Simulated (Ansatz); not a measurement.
**As₃H₃ (cyclo-(AsH)3): density, localisation and related maps**

The calculation's input:

```
crystal:
  periodic: [false, false, false]
  atoms:
    - {symbol: As, position_ang: [-0.263293, 1.433068, 0.159194]}
    - {symbol: As, position_ang: [0.940017, -0.384796, -1.009043]}
    - {symbol: As, position_ang: [-1.127745, -0.903786, 0.245250]}
    - {symbol: H, position_ang: [0.640167, 1.274263, 1.401767]}
    - {symbol: H, position_ang: [0.119483, -0.128150, -2.293429]}
    - {symbol: H, position_ang: [-0.308619, -1.290609, 1.496251]}
basis:
  gaussian: {orbitals: def2-TZVP, initial_orbitals: start.molden}
hamiltonian: {xc: pbe0, dispersion: d4}
scf: {omitted_lower_state_checks: [starts]}
output: {orbitals: {seedname: orbitals}}
```

Launched as:

```sh
ansatz run in.yaml --threads 4 --pin off --events-out ev --progress --plain --max-ram 3916MiB
```

Geometry: PBE-D4/def2-SVP.

Theory: Ansatz, RKS PBE0-D4/def2-TZVP.

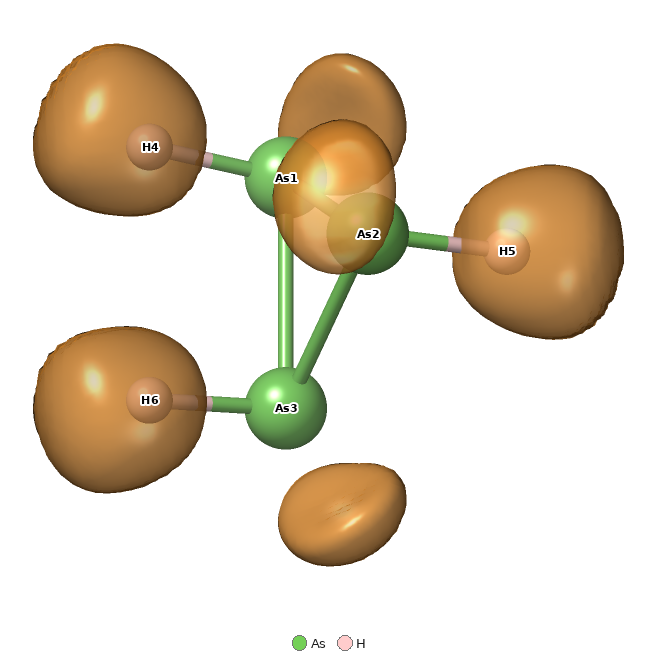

Figure 1. Isosurface of the ELF at 0.9 (orange), seen at a tilt. Core shells and regions of very low density are left out.

Q: Identify the bonds, lone pairs and shells in this picture.

A: The ELF exceeds this value in three regions around hydrogen nuclei and three lobes on As, pointing away from the bonds (lone pairs).


As–As (2.47 Å): the ELF peaks at about 0.75 between the atoms. As–H (1.54 Å): the ELF climbs to about 1 towards the hydrogen, as it does in any bond to H.

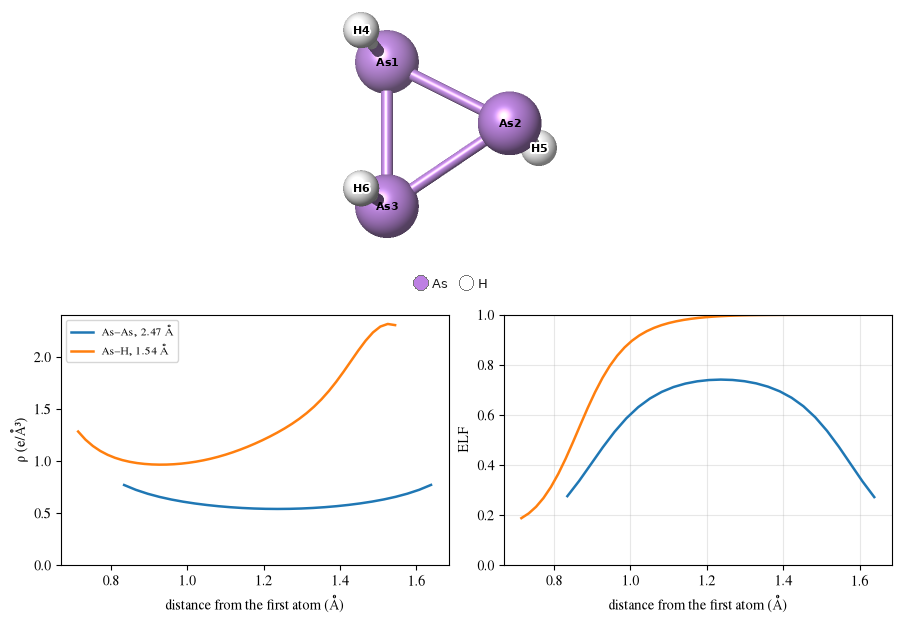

Figure 2. Electron density and ELF along straight lines between neighbouring atoms. The curves leave out the atomic cores. The structure is drawn too.

Q: What can be read from the curves?

A: As–As (2.47 Å): the density is about 0.54 e/Å³ at the midpoint; the ELF peaks at about 0.75 between the atoms.
As–H (1.54 Å): ρ at the midpoint is about 1.1 e/Å³; the ELF climbs to about 1 towards the hydrogen.

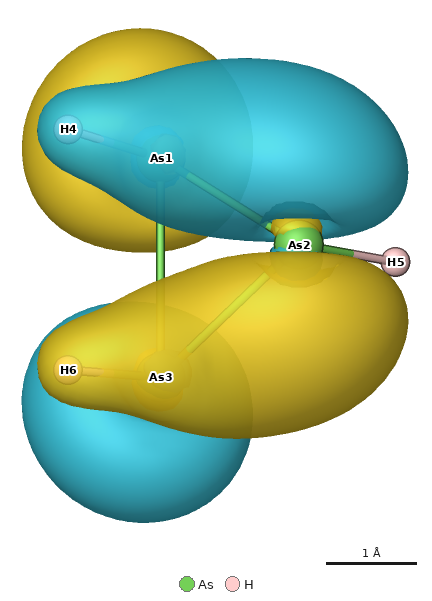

Figure 3. The HOMO at ±0.08 Å⁻³ᐟ² (yellow and cyan are the two phases), seen at a tilt.

Q: What is the character of this orbital?

A: Its weight (Hirshfeld) is mainly on As2 (about 35 %), As1 (about 30 %) and As3 (about 30 %). Its energy is −7.24 eV.
